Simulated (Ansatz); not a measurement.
CH3AlClFO: geometry relaxation (part 2 of 2)

The same run, continued: CH3AlClFO; RHF/6-31G* (Ansatz 0.2.0). It belongs to a series of runs on one base structure; here: end point B relaxed.

Geometry of the input (Å):
```
O  -0.3861  1.4490  1.5164
Al 0.2908  -0.0335  0.7903
F  1.2291  -1.1371  1.8159
C  0.0873  -0.4498  -1.1357
Cl 0.6828  0.8406  -2.1514
H  -1.2112  0.3038  0.7489
H  0.5528  -1.4110  -1.3731
H  -1.0346  -0.5453  -1.3391
```

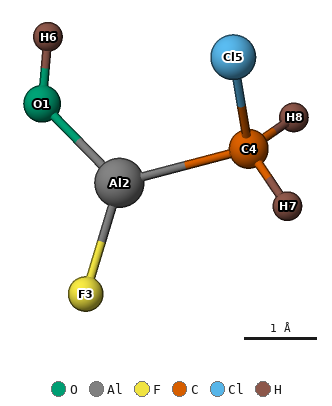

**Figure 1.** The geometry at step 25 of the log (ball-and-stick view, seen at a tilt; atoms are numbered from 1 in the order of the input).

Trajectory as extended XYZ, continued:
```
8
Properties=species:S:1:pos:R:3:forces:R:3 step=6 energy=-24909.71715
O    -0.5747    1.1101    1.4013   -1.2540  -0.9304  -0.5390
Al    0.4320   -0.0846    0.7559    0.5248  -0.1939   0.5519
F     1.2970   -1.0927    1.7098    0.1542   0.1645  -0.1091
C     0.1112   -0.4983   -1.1054   -0.1292  -0.2979  -0.4664
Cl    0.7621    0.7991   -2.1806    0.0991   0.0355   0.0009
H    -1.4050    0.7552    1.0221    0.5031   1.3313   0.8000
H     0.5423   -1.4328   -1.4263    0.0491  -0.0483  -0.1698
H    -0.9541   -0.5393   -1.3046    0.0529  -0.0608  -0.0686
8
Properties=species:S:1:pos:R:3:forces:R:3 step=8 energy=-24910.05592
O    -0.6301    0.9991    1.4965   -1.6182  -0.3052  -0.7879
Al    0.3852   -0.1543    0.7719   -0.1201  -0.0509   0.0184
F     1.4493   -1.0290    1.6581   -0.0544   0.2418  -0.1071
C     0.1036   -0.5718   -1.1397    0.0159   0.0250  -0.0055
Cl    0.8207    0.7886   -2.1179    0.0137  -0.0397   0.0839
H    -1.5326    1.0580    1.1102    1.7295   0.1837   0.8161
H     0.5601   -1.4793   -1.5040    0.0373  -0.0181   0.0230
H    -0.9454   -0.5946   -1.4029   -0.0035  -0.0368  -0.0409
8
Properties=species:S:1:pos:R:3:forces:R:3 step=9 energy=-24910.17232
O    -0.7051    0.8840    1.5563   -0.4158   0.0074   0.0455
Al    0.3096   -0.1899    0.7552    0.0792   0.1569  -0.2870
F     1.5245   -0.9254    1.5646   -0.0998   0.0710   0.0072
C     0.0898   -0.5770   -1.1738    0.1623  -0.1357   0.2647
Cl    0.9226    0.7340   -2.1253   -0.0569  -0.1240   0.1331
H    -1.5502    1.1969    1.2530    0.4268  -0.0507   0.1146
H     0.5538   -1.5136   -1.4503    0.0179   0.0618  -0.1691
H    -0.9342   -0.5923   -1.5075   -0.1136   0.0133  -0.1090
8
Properties=species:S:1:pos:R:3:forces:R:3 step=11 energy=-24910.19305
O    -0.7905    0.7824    1.6279    0.0131   0.0838  -0.1143
Al    0.2694   -0.1741    0.7414    0.1037  -0.2669  -0.1003
F     1.5219   -0.8748    1.5160    0.0522   0.0396   0.1381
C     0.0927   -0.6262   -1.1687   -0.4073   0.0335  -0.3015
Cl    0.9062    0.7378   -2.0653    0.0544   0.1314   0.0139
H    -1.4584    1.3485    1.2745   -0.0306   0.0004   0.0564
H     0.5945   -1.5241   -1.5011    0.0056  -0.0056   0.1830
H    -0.9248   -0.6529   -1.5527    0.2089  -0.0162   0.1246
8
Properties=species:S:1:pos:R:3:forces:R:3 step=13 energy=-24910.20755
O    -0.7563    0.8048    1.5907   -0.0266   0.0406  -0.0219
Al    0.2876   -0.1972    0.7356   -0.0889   0.0008  -0.0562
F     1.5301   -0.8752    1.5442    0.0638  -0.0220   0.0499
C     0.0754   -0.6259   -1.1749   -0.0309  -0.0270   0.0884
Cl    0.8945    0.7623   -2.0270    0.0402   0.0405  -0.0358
H    -1.4674    1.3219    1.2463    0.0364  -0.0184   0.0271
H     0.5831   -1.5239   -1.4921    0.0352  -0.0045  -0.0500
H    -0.9363   -0.6501   -1.5507   -0.0293  -0.0101  -0.0016
8
Properties=species:S:1:pos:R:3:forces:R:3 step=14 energy=-24910.18754 accepted=F
O    -0.7340    0.8304    1.5799   -0.9061   0.8569  -0.5829
Al    0.2564   -0.2459    0.7458    0.0902   0.1124   0.0899
F     1.4525   -0.9885    1.5765   -0.0680   0.0074   0.0092
C     0.0910   -0.6438   -1.1723    0.0132  -0.1329  -0.1789
Cl    0.7266    0.8627   -2.0042   -0.1038  -0.1439   0.0743
H    -1.3713    1.4572    1.2041    0.9601  -0.9555   0.5383
H     0.7112   -1.4636   -1.5254   -0.1625   0.1976   0.0836
H    -0.9216   -0.7921   -1.5322    0.1768   0.0580  -0.0335
8
Properties=species:S:1:pos:R:3:forces:R:3 step=16 energy=-24910.21022
O    -0.7307    0.8336    1.5720    0.0191  -0.0316  -0.0155
Al    0.2748   -0.2257    0.7396    0.0281   0.0151   0.1036
F     1.4639   -0.9591    1.5880   -0.0358   0.0188  -0.0410
C     0.0873   -0.6386   -1.1741    0.0034  -0.0319  -0.0842
Cl    0.7701    0.8352   -2.0178   -0.0356  -0.0600   0.0328
H    -1.3986    1.3997    1.2211    0.0002   0.0111  -0.0105
H     0.6708   -1.4810   -1.5215   -0.0404   0.0682   0.0196
H    -0.9268   -0.7475   -1.5352    0.0610   0.0103  -0.0048
8
Properties=species:S:1:pos:R:3:forces:R:3 step=18 energy=-24910.21086 accepted=F
O    -0.7247    0.8453    1.5675   -0.0199   0.0529  -0.0754
Al    0.2722   -0.2340    0.7488   -0.0525  -0.0661   0.0326
F     1.4233   -1.0197    1.6027   -0.0289   0.0529  -0.0190
C     0.0923   -0.6440   -1.1705    0.0252   0.0240  -0.0370
Cl    0.6794    0.8746   -2.0050   -0.0133  -0.0225   0.0044
H    -1.3451    1.4505    1.1891    0.0802  -0.0741   0.0485
H     0.7259   -1.4441   -1.5270   -0.0254   0.0286   0.0198
H    -0.9125   -0.8121   -1.5334    0.0346   0.0045   0.0259
8
Properties=species:S:1:pos:R:3:forces:R:3 step=19 energy=-24910.21147
O    -0.7247    0.8431    1.5679   -0.0015  -0.0053  -0.0254
Al    0.2677   -0.2377    0.7476    0.0027   0.0032   0.0224
F     1.4379   -0.9978    1.5975   -0.0255   0.0152  -0.0108
C     0.0898   -0.6432   -1.1717    0.0066   0.0141  -0.0231
Cl    0.7055    0.8642   -2.0042   -0.0125  -0.0243   0.0108
H    -1.3585    1.4363    1.1969    0.0237  -0.0162   0.0120
H     0.7095   -1.4545   -1.5251   -0.0079   0.0135   0.0057
H    -0.9164   -0.7937   -1.5368    0.0144  -0.0001   0.0083
8
Properties=species:S:1:pos:R:3:forces:R:3 step=21 energy=-24910.21210
O    -0.7181    0.8501    1.5618   -0.0633   0.0860  -0.0495
Al    0.2615   -0.2499    0.7536    0.0077  -0.0331  -0.0044
F     1.3973   -1.0465    1.6165   -0.0212   0.0165  -0.0075
C     0.0976   -0.6444   -1.1705    0.0203   0.0465  -0.0202
Cl    0.6251    0.8970   -2.0030   -0.0209  -0.0528   0.0224
H    -1.3083    1.4788    1.1736    0.0694  -0.0781   0.0526
H     0.7573   -1.4204   -1.5304   -0.0090   0.0139  -0.0006
H    -0.9015   -0.8481   -1.5293    0.0169   0.0012   0.0072
8
Properties=species:S:1:pos:R:3:forces:R:3 step=23 energy=-24910.21299
O    -0.7025    0.8663    1.5534   -0.0747   0.1165  -0.0693
Al    0.2545   -0.2631    0.7589    0.0299  -0.0544   0.0403
F     1.3417   -1.1069    1.6423   -0.0507   0.0409  -0.0395
C     0.1096   -0.6439   -1.1696    0.0181   0.0645  -0.0698
Cl    0.5263    0.9297   -2.0068   -0.0277  -0.0949   0.0451
H    -1.2541    1.5228    1.1528    0.0876  -0.1112   0.0676
H     0.8138   -1.3762   -1.5390   -0.0276   0.0322   0.0108
H    -0.8784   -0.9121   -1.5198    0.0451   0.0064   0.0148
8
Properties=species:S:1:pos:R:3:forces:R:3 step=25 energy=-24910.21415
O    -0.6882    0.8808    1.5486   -0.0268   0.0524  -0.0456
Al    0.2490   -0.2709    0.7617    0.0378  -0.0476   0.0698
F     1.3040   -1.1443    1.6565   -0.0651   0.0523  -0.0554
C     0.1171   -0.6429   -1.1695    0.0106   0.0864  -0.0826
Cl    0.4644    0.9454   -2.0098   -0.0271  -0.1066   0.0529
H    -1.2234    1.5464    1.1433    0.0489  -0.0630   0.0350
H     0.8482   -1.3459   -1.5428   -0.0209   0.0209   0.0108
H    -0.8603   -0.9520   -1.5158    0.0427   0.0051   0.0152
8
Properties=species:S:1:pos:R:3:forces:R:3 step=26 energy=-24910.21510
O    -0.6633    0.9052    1.5414    0.0385  -0.0703  -0.0120
Al    0.2361   -0.2858    0.7666    0.0736   0.0078   0.1126
F     1.2466   -1.1993    1.6753   -0.1046   0.0695  -0.0826
C     0.1280   -0.6408   -1.1698   -0.0234   0.0547  -0.1402
Cl    0.3694    0.9676   -2.0117   -0.0332  -0.1758   0.0842
H    -1.1762    1.5820    1.1294    0.0018   0.0045  -0.0154
H     0.9014   -1.2983   -1.5469   -0.0766   0.0683   0.0287
H    -0.8311   -1.0140   -1.5122    0.1237   0.0414   0.0249
8
Properties=species:S:1:pos:R:3:forces:R:3 step=28 energy=-24910.21281 accepted=F
O    -0.6184    0.9396    1.5361    0.0593  -0.0450   0.0567
Al    0.2357   -0.2954    0.7832   -0.1690  -0.0112  -0.4101
F     1.1281   -1.2975    1.7084    0.0688  -0.0572   0.0467
C     0.1450   -0.6223   -1.1865    0.0589  -0.1221   0.6450
Cl    0.1978    0.9756   -2.0200    0.0011   0.1728  -0.1515
H    -1.0914    1.6269    1.0964   -0.0292   0.0609  -0.0355
H     0.9835   -1.2017   -1.5461   -0.0474   0.0099  -0.1029
H    -0.7696   -1.1085   -1.4994    0.0573  -0.0082  -0.0484
8
Properties=species:S:1:pos:R:3:forces:R:3 step=30 energy=-24910.22202
O    -0.6149    0.9444    1.5350    0.0090  -0.0083  -0.0151
Al    0.2206   -0.3025    0.7783   -0.0062   0.0187  -0.0482
F     1.1126   -1.3127    1.7035   -0.0409   0.0272  -0.0329
C     0.1505   -0.6242   -1.1731   -0.0177  -0.0765   0.0649
Cl    0.1694    0.9812   -2.0249   -0.0080  -0.0517   0.0129
H    -1.0729    1.6466    1.0988    0.0262  -0.0304   0.0107
H     0.9979   -1.1857   -1.5469   -0.0749   0.0636  -0.0025
H    -0.7524   -1.1304   -1.4986    0.1125   0.0575   0.0101
8
Properties=species:S:1:pos:R:3:forces:R:3 step=31 energy=-24910.22256
O    -0.5805    0.9724    1.5305    0.0059   0.0140  -0.0665
Al    0.2062   -0.3138    0.7835    0.0051   0.0126   0.0197
F     1.0165   -1.3880    1.7167   -0.0866   0.0976  -0.0825
C     0.1665   -0.6142   -1.1716   -0.0815  -0.3180  -0.0627
Cl    0.0291    0.9815   -2.0267    0.0090  -0.0851   0.0226
H    -0.9983    1.6925    1.0797    0.0630  -0.1034   0.0511
H     1.0633   -1.1030   -1.5484   -0.2398   0.1618   0.0457
H    -0.6918   -1.2108   -1.4915    0.3249   0.2205   0.0727
8
Properties=species:S:1:pos:R:3:forces:R:3 step=33 energy=-24910.22741
O    -0.5414    0.9985    1.5537   -0.0252   0.0202  -0.0401
Al    0.1794   -0.2997    0.7721    0.0875  -0.0875   0.0024
F     0.9247   -1.4281    1.6864    0.0151  -0.0336   0.0636
C     0.1800   -0.6158   -1.1743   -0.0101   0.0823   0.0711
Cl   -0.0560    0.9422   -2.0629   -0.0425   0.0794  -0.0424
H    -0.9583    1.7273    1.1220   -0.0105   0.0449  -0.0005
H     1.1039   -1.0382   -1.5402    0.0355  -0.0428   0.0180
H    -0.6215   -1.2695   -1.4847   -0.0499  -0.0630  -0.0720
8
Properties=species:S:1:pos:R:3:forces:R:3 step=35 energy=-24910.22867 accepted=F
O    -0.5098    1.0163    1.5288   -0.0350  -0.0687  -0.0464
Al    0.1497   -0.3411    0.7855    0.1657   0.1364   0.0866
F     0.8766   -1.4653    1.7261   -0.1039   0.0284  -0.0575
C     0.1787   -0.6170   -1.1682   -0.0927  -0.0341  -0.1369
Cl   -0.1644    0.9538   -2.0226    0.0310  -0.1523   0.0820
H    -0.8861    1.7552    1.0742    0.0279  -0.0491   0.0150
H     1.1373   -0.9652   -1.5354   -0.0818   0.0554   0.0360
H    -0.5714   -1.3200   -1.5162    0.0887   0.0840   0.0212
8
Properties=species:S:1:pos:R:3:forces:R:3 step=36 energy=-24910.23245
O    -0.5264    1.0062    1.5359    0.0104  -0.0021  -0.0296
Al    0.1770   -0.3195    0.7808   -0.0069  -0.0026   0.0346
F     0.8820   -1.4591    1.7154   -0.0090   0.0065  -0.0037
C     0.1812   -0.6146   -1.1698   -0.0121   0.0212  -0.0476
Cl   -0.1334    0.9479   -2.0380    0.0016  -0.0326   0.0237
H    -0.9083    1.7460    1.0889    0.0075  -0.0110   0.0050
H     1.1260   -0.9879   -1.5418   -0.0156   0.0114   0.0060
H    -0.5873   -1.3025   -1.4993    0.0241   0.0092   0.0116
8
Properties=species:S:1:pos:R:3:forces:R:3 step=38 energy=-24910.23385
O    -0.4763    1.0350    1.5227    0.0213  -0.0639   0.0056
Al    0.1546   -0.3382    0.7871    0.0453  -0.0106   0.0512
F     0.7690   -1.5230    1.7345   -0.0561   0.0824  -0.0689
C     0.1952   -0.6103   -1.1691    0.0027  -0.0657  -0.0774
Cl   -0.2807    0.9267   -2.0151    0.0335  -0.1188   0.0350
H    -0.8257    1.7824    1.0627    0.0034  -0.0009  -0.0123
H     1.1763   -0.8823   -1.5471   -0.1582   0.0561   0.0488
H    -0.5014   -1.3738   -1.5035    0.1081   0.1214   0.0182
8
Properties=species:S:1:pos:R:3:forces:R:3 step=40 energy=-24910.23566
O    -0.4716    1.0355    1.5253    0.0087  -0.0166   0.0225
Al    0.1547   -0.3365    0.7874   -0.0040   0.0129  -0.0364
F     0.7574   -1.5255    1.7305    0.0012  -0.0107   0.0094
C     0.1947   -0.6088   -1.1683    0.0010  -0.0082  -0.0041
Cl   -0.2899    0.9158   -2.0205   -0.0019  -0.0097  -0.0011
H    -0.8185    1.7840    1.0654   -0.0036   0.0129  -0.0116
H     1.1751   -0.8714   -1.5437   -0.0217   0.0046   0.0147
H    -0.4912   -1.3764   -1.5039    0.0204   0.0147   0.0067
8
Properties=species:S:1:pos:R:3:forces:R:3 step=41 energy=-24910.23606
O    -0.4454    1.0483    1.5257    0.0169   0.0135   0.0064
Al    0.1475   -0.3384    0.7876   -0.0405  -0.0476   0.0004
F     0.6874   -1.5600    1.7301   -0.0021   0.0439  -0.0223
C     0.2014   -0.6041   -1.1681    0.0235  -0.0318  -0.0208
Cl   -0.3705    0.8889   -2.0230    0.0146  -0.0339   0.0104
H    -0.7706    1.8057    1.0633    0.0039  -0.0131   0.0057
H     1.1977   -0.8103   -1.5401   -0.0528   0.0174   0.0021
H    -0.4367   -1.4133   -1.5032    0.0365   0.0517   0.0181
8
Properties=species:S:1:pos:R:3:forces:R:3 step=43 energy=-24910.23656
O    -0.4352    1.0523    1.5282   -0.0030   0.0080   0.0014
Al    0.1370   -0.3415    0.7873   -0.0006  -0.0005  -0.0151
F     0.6749   -1.5639    1.7275   -0.0016   0.0010   0.0059
C     0.2014   -0.6037   -1.1679   -0.0010  -0.0132  -0.0097
Cl   -0.3862    0.8788   -2.0272   -0.0002  -0.0001   0.0038
H    -0.7596    1.8104    1.0665    0.0028  -0.0060   0.0059
H     1.2009   -0.7949   -1.5355   -0.0036   0.0019   0.0009
H    -0.4222   -1.4208   -1.5067    0.0072   0.0088   0.0070
```

Results in brief:

| quantity | value |
| --- | --- |
| outcome | converged |
| total energy | −24910.2366 eV |
| mean-field energy | −24910.2366 eV |
| largest force (length of the vector) at the end | 0.016 eV/Å |
| hardware | 1 thread of Arm Neoverse V1, 24 GiB of memory available, shared host |
| wall time | 1.9 min |
| peak memory | 0.16 GiB |
